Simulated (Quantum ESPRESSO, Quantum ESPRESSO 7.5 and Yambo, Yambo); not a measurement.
# ZnSe (Stilleite): G0W0 with Yambo, start to end

How does a plane-wave GW calculation on ZnSe (Stilleite) run from the first input to the gap?

Program: Quantum ESPRESSO 7.5 and Yambo 5.3.0. Level of theory: PBE and many-body steps on it, plane waves. Results are calculated unless marked as measured.

**What was measured.**

- Gap 2.695 ± 0.003 eV: excitonic gap from free-exciton PL, not corrected for exciton binding; photoluminescence; 300 K; bulk crystal (Bridgman-grown crystal, polished and etched) (“Alloy Disordering Effects on the Thermal Conductivity and Energy Gap Temperature Dependence of Cd1−xZnxSe Ternary Crystals Grown by the Bridgman Method”, 2023, pmc:10253836).

### 1. The starting structure

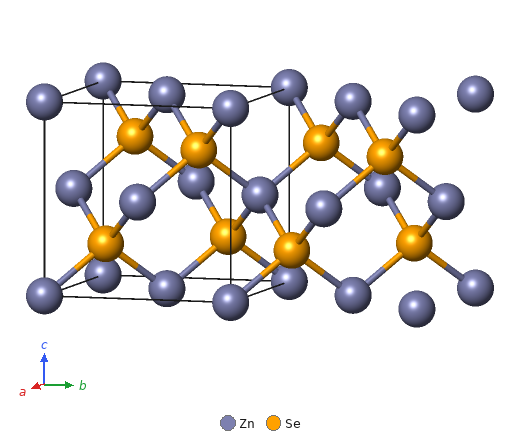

Start, viewed slightly off an axis; zinc blue, selenium orange. 1×2×1 cells are drawn. This picture shows the conventional cell, with its axes. Bonds to atoms that aren't drawn are left out. Some periodic images of atoms are drawn too.

Structure file:

```cif
data_structure
_symmetry_space_group_name_H-M 'P 1'
_symmetry_Int_Tables_number 1
_cell_length_a 4.0076
_cell_length_b 4.0076
_cell_length_c 4.0076
_cell_angle_alpha 60.000
_cell_angle_beta 60.000
_cell_angle_gamma 60.000
_cell_volume 45.51
loop_
_atom_site_label
_atom_site_type_symbol
_atom_site_fract_x
_atom_site_fract_y
_atom_site_fract_z
_atom_site_occupancy
Zn1 Zn 0.00000 0.00000 0.00000 1
Se2 Se 0.25000 0.25000 0.25000 1
```

The cell and positions come from the Crystallography Open Database and are kept as given unless a step says otherwise.

### 2. Ground state

This step: Quantum ESPRESSO 7.5; DFT, PBE, plane waves, norm-conserving pseudopotentials.

The ground-state density comes first.

pw.in

```
&control
  calculation = 'scf'
  prefix = 'x'
  outdir = 'o'
  pseudo_dir = 'pseudo'
/
&system
  ibrav = 0
  nat = 2
  ntyp = 2
  ecutwfc = 78.0
  nbnd = 23
  force_symmorphic = .true.
/
&electrons
  conv_thr = 1e-10
  electron_maxstep = 80
  mixing_beta = 0.5
/
ATOMIC_SPECIES
  Zn 65.38 Zn.upf
  Se 78.971 Se.upf
CELL_PARAMETERS angstrom
  -0.0000000000 2.8338000000 2.8338000000
  2.8338000000 -0.0000000000 2.8338000000
  2.8338000000 2.8338000000 0.0000000000
ATOMIC_POSITIONS crystal
  Zn 0.0000000000 0.0000000000 0.0000000000
  Se 0.2500000000 0.2500000000 0.2500000000
K_POINTS automatic
  6 6 6 0 0 0
```

Launch:

```sh
$ OMP_NUM_THREADS=1 mpirun -n 4 pw.x -nk 4 -in pw.in > pw.out
```

Log:

```text
Program PWSCF v.7.5 starts

     This program is part of the open-source Quantum ESPRESSO suite
     for quantum simulation of materials; please cite
         "P. Giannozzi et al., J. Phys.:Condens. Matter 21 395502 (2009);
         "P. Giannozzi et al., J. Phys.:Condens. Matter 29 465901 (2017);
         "P. Giannozzi et al., J. Chem. Phys. 152 154105 (2020);
     in publications or presentations arising from this work. More details at
     Message from routine setup:
     using ibrav=0 with symmetry is DISCOURAGED, use correct ibrav instead

     G-vector sticks info

     bravais-lattice index     =            0
     lattice parameter (alat)  =       7.5733  a.u.
     unit-cell volume          =     307.1384 (a.u.)^3
     number of atoms/cell      =            2
     number of atomic types    =            2
     number of electrons       =        36.00
     number of Kohn-Sham states=           23
     kinetic-energy cutoff     =      78.0000  Ry
     charge density cutoff     =     312.0000  Ry
     scf convergence threshold =      1.0E-10
     mixing beta               =       0.5000
     number of iterations used =            8  plain     mixing
     Exchange-correlation= PBE
                           (   1   4   3   4   0   0   0)

     celldm(1)=   7.573263  celldm(2)=   0.000000  celldm(3)=   0.000000
     celldm(4)=   0.000000  celldm(5)=   0.000000  celldm(6)=   0.000000

     crystal axes: (cart. coord. in units of alat)
               a(1) = (  -0.000000   0.707107   0.707107 )
               a(2) = (   0.707107  -0.000000   0.707107 )
               a(3) = (   0.707107   0.707107   0.000000 )

     reciprocal axes: (cart. coord. in units 2 pi/alat)
               b(1) = ( -0.707107  0.707107  0.707107 )
               b(2) = (  0.707107 -0.707107  0.707107 )
               b(3) = (  0.707107  0.707107 -0.707107 )
     Pseudo is Norm-conserving + core correction, Zval = 20.0
     Generated using ONCVPSP code by D. R. Hamann
     Using radial grid of 1326 points,  6 beta functions with:
     Pseudo is Norm-conserving + core correction, Zval = 16.0
     Generated using ONCVPSP code by D. R. Hamann
     Using radial grid of 1214 points,  6 beta functions with:
     Zn               20.00    65.38000     Zn( 1.00)
     Se               16.00    78.97100     Se( 1.00)

     24 Sym. Ops. (no inversion) found

   Cartesian axes

     site n.     atom                  positions (alat units)
         1        Zn     tau(   1) = (   0.0000000   0.0000000   0.0000000  )
         2        Se     tau(   2) = (   0.3535534   0.3535534   0.3535534  )

     number of k points=    16
                       cart. coord. in units 2pi/alat
        k(    1) = (   0.0000000   0.0000000   0.0000000), wk =   0.0092593
        k(    2) = (   0.1178511   0.1178511  -0.1178511), wk =   0.0740741
        k(    3) = (   0.2357023   0.2357023  -0.2357023), wk =   0.0740741
        k(    4) = (  -0.3535534  -0.3535534   0.3535534), wk =   0.0370370
        k(    5) = (   0.2357023   0.0000000  -0.0000000), wk =   0.0555556
        k(    6) = (   0.3535534   0.1178511  -0.1178511), wk =   0.2222222
        k(    7) = (  -0.2357023  -0.4714045   0.4714045), wk =   0.2222222
        k(    8) = (  -0.1178511  -0.3535534   0.3535534), wk =   0.2222222
        k(    9) = (   0.0000000  -0.2357023   0.2357023), wk =   0.1111111
        k(   10) = (   0.4714045   0.0000000  -0.0000000), wk =   0.0555556
     [... 4 further rows ...]
        k(   15) = (  -0.1178511  -0.3535534   0.5892557), wk =   0.2222222
        k(   16) = (  -0.7071068   0.2357023   0.0000000), wk =   0.1111111

     Dense  grid:    28571 G-vectors     FFT dimensions: (  45,  45,  45)

     Initial potential from superposition of free atoms

     starting charge      35.9998, renormalised to      36.0000
     Starting wfcs are   19 randomized atomic wfcs +    4 random wfcs

     per-process dynamical memory:    28.3 Mb

     Self-consistent Calculation

     iteration #  1     ecut=    78.00 Ry     beta= 0.50

     Threshold (ethr) on eigenvalues was too large:
     Diagonalizing with lowered threshold

     total energy              =    -660.64207303 Ry
     estimated scf accuracy    <       0.06811254 Ry

     iteration #  2     ecut=    78.00 Ry     beta= 0.50

     total energy              =    -660.65831331 Ry
     estimated scf accuracy    <       0.00708183 Ry

     iteration #  3     ecut=    78.00 Ry     beta= 0.50

     total energy              =    -660.65920769 Ry
     estimated scf accuracy    <       0.00094561 Ry

     iteration #  4     ecut=    78.00 Ry     beta= 0.50

     total energy              =    -660.65926432 Ry
     estimated scf accuracy    <       0.00003810 Ry

     iteration #  5     ecut=    78.00 Ry     beta= 0.50

     total energy              =    -660.65926908 Ry
     estimated scf accuracy    <       0.00000252 Ry

     iteration #  6     ecut=    78.00 Ry     beta= 0.50

     total energy              =    -660.65926944 Ry
     estimated scf accuracy    <       0.00000018 Ry

     iteration #  7     ecut=    78.00 Ry     beta= 0.50

     total energy              =    -660.65926950 Ry
     estimated scf accuracy    <       0.00000004 Ry

     iteration #  8     ecut=    78.00 Ry     beta= 0.50

     total energy              =    -660.65926951 Ry
     estimated scf accuracy    <          2.7E-09 Ry

     iteration #  9     ecut=    78.00 Ry     beta= 0.50

     total energy              =    -660.65926951 Ry
     estimated scf accuracy    <          1.8E-09 Ry

     iteration # 10     ecut=    78.00 Ry     beta= 0.50

     End of self-consistent calculation

          k = 0.0000 0.0000 0.0000 (  3527 PWs)   bands (ev):

  -116.8591 -71.0175 -71.0175 -71.0175 -38.5284 -38.5284 -38.5284 -38.5236
   -38.5236  -4.8727   1.8457   1.8457   1.8457   2.2140   2.2140   8.3862
     8.3862   8.3862   9.6743  14.2008  14.2008  14.2008  18.3302

          k = 0.1179 0.1179-0.1179 (  3593 PWs)   bands (ev):

  -116.8591 -71.0176 -71.0176 -71.0176 -38.5286 -38.5286 -38.5286 -38.5238
   -38.5238  -4.6984   1.8621   1.8722   1.8722   2.2123   2.2123   6.4827
     8.1342   8.1342  10.9376  14.2659  14.6030  14.6030  18.8674

          k = 0.2357 0.2357-0.2357 (  3561 PWs)   bands (ev):

  -116.8591 -71.0176 -71.0176 -71.0176 -38.5284 -38.5284 -38.5284 -38.5237
   -38.5237  -4.3075   1.9168   1.9168   2.0164   2.2207   2.2207   4.3333
     7.7074   7.7074  11.0698  14.8746  14.8746  15.9568  18.8226

          k =-0.3536-0.3536 0.3536 (  3582 PWs)   bands (ev):

     [... further k-points ...]

     highest occupied, lowest unoccupied level (ev):     8.3862    9.6743

!    total energy              =    -660.65926951 Ry
     estimated scf accuracy    <          3.5E-11 Ry

     The total energy is the sum of the following terms:
     one-electron contribution =    -488.46720630 Ry
     hartree contribution      =     249.95218777 Ry
     xc contribution           =     -93.40112130 Ry
     ewald contribution        =    -328.74312968 Ry

     convergence has been achieved in  10 iterations

     XML data file, charge density, pseudopotentials, collected wavefunctions

=------------------------------------------------------------------------------=
   JOB DONE.
=------------------------------------------------------------------------------=
```

Wall time 6.3 s (4 MPI ranks of Arm Neoverse V2, shared host); peak memory 0.27 GiB.

Numbers from this step:

```
total energy               : -8988.7273 eV
gap                        : 1.288 eV
k of the valence top       : 0, 0, 0
k of the conduction bottom : 0, 0, 0
least direct gap           : 1.288 eV
```

The gap is direct, at Γ.

### 3. Bands along the symmetry lines

The cheap functional maps the bands first; the places of the edges decide which points the dearer methods must see.

pw.in

```
&control
  calculation = 'bands'
  prefix = 'x'
  outdir = 'o'
  pseudo_dir = 'pseudo'
/
&system
  ibrav = 0
  nat = 2
  ntyp = 2
  ecutwfc = 78.0
  nbnd = 24
  force_symmorphic = .true.
/
&electrons
  conv_thr = 1e-9
  electron_maxstep = 80
  diago_full_acc = .true.
  diago_thr_init = 5e-6
/
ATOMIC_SPECIES
  Zn 65.38 Zn.upf
  Se 78.971 Se.upf
CELL_PARAMETERS angstrom
  -0.0000000000 2.8338000000 2.8338000000
  2.8338000000 -0.0000000000 2.8338000000
  2.8338000000 2.8338000000 0.0000000000
ATOMIC_POSITIONS crystal
  Zn 0.0000000000 0.0000000000 0.0000000000
  Se 0.2500000000 0.2500000000 0.2500000000
K_POINTS crystal
  50
  0.00000000 0.00000000 0.00000000 1
  -0.06250000 -0.06250000 0.00000000 1
  -0.12500000 -0.12500000 0.00000000 1
  -0.18750000 -0.18750000 0.00000000 1
  -0.25000000 -0.25000000 0.00000000 1
  -0.31250000 -0.31250000 0.00000000 1
  -0.37500000 -0.37500000 0.00000000 1
  -0.43750000 -0.43750000 0.00000000 1
  -0.50000000 -0.50000000 0.00000000 1
  -0.48437500 -0.48437500 0.03125000 1
  -0.46875000 -0.46875000 0.06250000 1
  -0.45312500 -0.45312500 0.09375000 1
  -0.43750000 -0.43750000 0.12500000 1
  -0.42187500 -0.42187500 0.15625000 1
  -0.40625000 -0.40625000 0.18750000 1
  -0.39062500 -0.39062500 0.21875000 1
  -0.37500000 -0.37500000 0.25000000 1
  -0.37500000 0.00000000 0.37500000 1
  -0.32812500 0.00000000 0.32812500 1
  -0.28125000 0.00000000 0.28125000 1
  -0.23437500 0.00000000 0.23437500 1
  -0.18750000 0.00000000 0.18750000 1
  -0.14062500 0.00000000 0.14062500 1
  -0.09375000 0.00000000 0.09375000 1
  -0.04687500 0.00000000 0.04687500 1
  0.00000000 0.00000000 0.00000000 1
  0.00000000 0.00000000 0.06250000 1
  0.00000000 0.00000000 0.12500000 1
  0.00000000 0.00000000 0.18750000 1
  0.00000000 0.00000000 0.25000000 1
  0.00000000 0.00000000 0.31250000 1
  0.00000000 0.00000000 0.37500000 1
  0.00000000 0.00000000 0.43750000 1
  0.00000000 0.00000000 0.50000000 1
  -0.06250000 -0.03125000 0.46875000 1
  -0.12500000 -0.06250000 0.43750000 1
  -0.18750000 -0.09375000 0.40625000 1
  -0.25000000 -0.12500000 0.37500000 1
  -0.31250000 -0.15625000 0.34375000 1
  -0.37500000 -0.18750000 0.31250000 1
  -0.43750000 -0.21875000 0.28125000 1
  -0.50000000 -0.25000000 0.25000000 1
  -0.50000000 -0.28125000 0.21875000 1
  -0.50000000 -0.31250000 0.18750000 1
  -0.50000000 -0.34375000 0.15625000 1
  -0.50000000 -0.37500000 0.12500000 1
  -0.50000000 -0.40625000 0.09375000 1
  -0.50000000 -0.43750000 0.06250000 1
  -0.50000000 -0.46875000 0.03125000 1
  -0.50000000 -0.50000000 0.00000000 1
```

Log:

```text
[banner, memory and clock lines left out]
Program PWSCF v.7.5 starts

     Atomic positions and unit cell read from directory:
     o/x.save/

     Message from routine setup:
     using ibrav=0 with symmetry is DISCOURAGED, use correct ibrav instead

     G-vector sticks info

     bravais-lattice index     =            0
     lattice parameter (alat)  =       7.5733  a.u.
     unit-cell volume          =     307.1384 (a.u.)^3
     number of atoms/cell      =            2
     number of atomic types    =            2
     number of electrons       =        36.00
     number of Kohn-Sham states=           24
     kinetic-energy cutoff     =      78.0000  Ry
     charge density cutoff     =     312.0000  Ry
     Exchange-correlation= PBE
                           (   1   4   3   4   0   0   0)

     celldm(1)=   7.573263  celldm(2)=   0.000000  celldm(3)=   0.000000
     celldm(4)=   0.000000  celldm(5)=   0.000000  celldm(6)=   0.000000

     crystal axes: (cart. coord. in units of alat)
               a(1) = (  -0.000000   0.707107   0.707107 )
               a(2) = (   0.707107  -0.000000   0.707107 )
               a(3) = (   0.707107   0.707107   0.000000 )

     reciprocal axes: (cart. coord. in units 2 pi/alat)
               b(1) = ( -0.707107  0.707107  0.707107 )
               b(2) = (  0.707107 -0.707107  0.707107 )
               b(3) = (  0.707107  0.707107 -0.707107 )
     Pseudo is Norm-conserving + core correction, Zval = 20.0
     Generated using ONCVPSP code by D. R. Hamann
     Using radial grid of 1326 points,  6 beta functions with:
     Pseudo is Norm-conserving + core correction, Zval = 16.0
     Generated using ONCVPSP code by D. R. Hamann
     Using radial grid of 1214 points,  6 beta functions with:
     Zn               20.00    65.38000     Zn( 1.00)
     Se               16.00    78.97100     Se( 1.00)

     24 Sym. Ops. (no inversion) found

   Cartesian axes

     site n.     atom                  positions (alat units)
         1        Zn     tau(   1) = (   0.0000000   0.0000000   0.0000000  )
         2        Se     tau(   2) = (   0.3535534   0.3535534   0.3535534  )

     number of k points=    50
                       cart. coord. in units 2pi/alat
        k(    1) = (   0.0000000   0.0000000   0.0000000), wk =   0.0400000
        k(    2) = (   0.0000000   0.0000000  -0.0883883), wk =   0.0400000
        k(    3) = (   0.0000000   0.0000000  -0.1767767), wk =   0.0400000
[...]
[... 38 further rows ...]
        k(   49) = (   0.0441942  -0.0000000  -0.7071068), wk =   0.0400000
        k(   50) = (   0.0000000   0.0000000  -0.7071068), wk =   0.0400000

     Dense  grid:    28571 G-vectors     FFT dimensions: (  45,  45,  45)

     The potential is recalculated from file :
     o/x.save/charge-density

     Starting wfcs are   19 randomized atomic wfcs +    5 random wfcs

     Band Structure Calculation

     End of band structure calculation

          k = 0.0000 0.0000 0.0000 (  3527 PWs)   bands (ev):

  -116.8592 -71.0176 -71.0176 -71.0176 -38.5283 -38.5283 -38.5283 -38.5235
   -38.5235  -4.8727   1.8456   1.8456   1.8456   2.2139   2.2139   8.3862
     8.3862   8.3862   9.6743  14.2008  14.2008  14.2008  18.3302  19.8773

          k = 0.0000 0.0000-0.0884 (  3587 PWs)   bands (ev):

[...]
k = 0.0000 0.0000-0.1768 (  3599 PWs)   bands (ev):

[...]
k =-0.0000 0.0000-0.2652 (  3583 PWs)   bands (ev):

[...]
k = 0.0000 0.0000-0.3536 (  3591 PWs)   bands (ev):

[...]
k = 0.0000-0.0000-0.4419 (  3559 PWs)   bands (ev):

[...]
k =-0.0000 0.0000-0.5303 (  3563 PWs)   bands (ev):

[...]
k = 0.0000-0.0000-0.6187 (  3559 PWs)   bands (ev):

[...]
k = 0.5303-0.0000-0.5303 (  3568 PWs)   bands (ev):

[...]
k = 0.0000 0.0000 0.0000 (  3527 PWs)   bands (ev):

[...]
k = 0.1326 0.0000-0.7071 (  3564 PWs)   bands (ev):

[...]
k = 0.0884-0.0000-0.7071 (  3560 PWs)   bands (ev):

[...]
k = 0.0442-0.0000-0.7071 (  3558 PWs)   bands (ev):

[...]
k = 0.0000 0.0000-0.7071 (  3572 PWs)   bands (ev):

[...]
-38.5235  -3.8165   1.8767   2.0986   2.0986   2.2623   2.3941   3.6377
     6.2046   6.2046  11.3777  11.8538  19.1130  19.6419  19.6419  22.3703

     XML data file, pseudopotentials, collected wavefunctions
```

Wall time 4.7 s (4 MPI ranks); peak memory 0.23 GiB; 19 s of CPU time.

Numbers from this step:

```yaml
gap: 1.288 eV
k_of_the_valence_top: 0, 0, 0
k_of_the_conduction_bottom: 0, 0, 0
least_direct_gap: 1.288 eV
```

The gap is 1.288 eV, as in the run before at this level.

Electronic bands along the path, in eV, zero at the top of the highest filled band:

```csv
point,band 15,band 16,band 17,band 18,band 19,band 20,band 21,band 22
Γ,-6.17,0.00,0.00,0.00,1.29,5.81,5.81,5.81
X,-5.99,-4.75,-2.18,-2.18,2.99,3.47,10.73,11.26
U,-5.91,-4.71,-3.08,-1.79,3.59,5.60,9.05,9.28
jump to K,-5.91,-4.71,-3.08,-1.79,3.59,5.60,9.05,9.28
Γ,-6.17,0.00,0.00,0.00,1.29,5.81,5.81,5.81
L,-6.01,-5.22,-0.87,-0.87,2.55,6.39,6.39,8.57
W,-5.87,-4.68,-2.76,-2.66,5.48,5.56,6.97,7.72
X,-5.99,-4.75,-2.18,-2.18,2.99,3.47,10.73,11.26
```

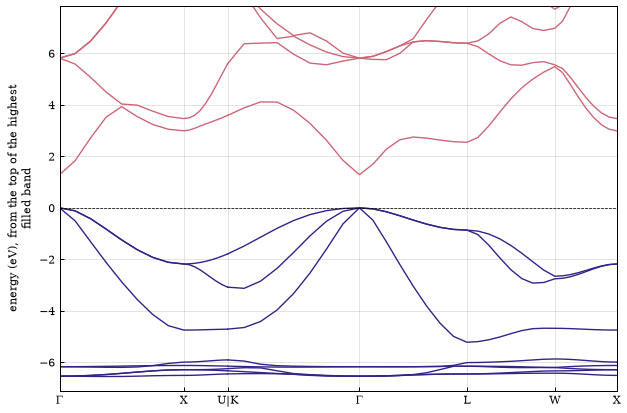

Electronic bands along the path; lines of filled and empty bands in two colours.

(Part 1 of 3 ends here.)

[Paths, hosts, dates, memory and timing lines, banners, echoed tables and standing remarks are left out of the program output.]

[Logs are printed without paths, hosts, clocks, repeated set-up lines and the standing remarks that a program may print on its own settings, such as how far it seeks lower states.]

[Runs of the session that timed out or met a known fault of the program may be left out.]

[Hosts, paths, dates, database ids (printed as entryN), source tags and the programs' standing remarks are cut or masked in the printed files.]
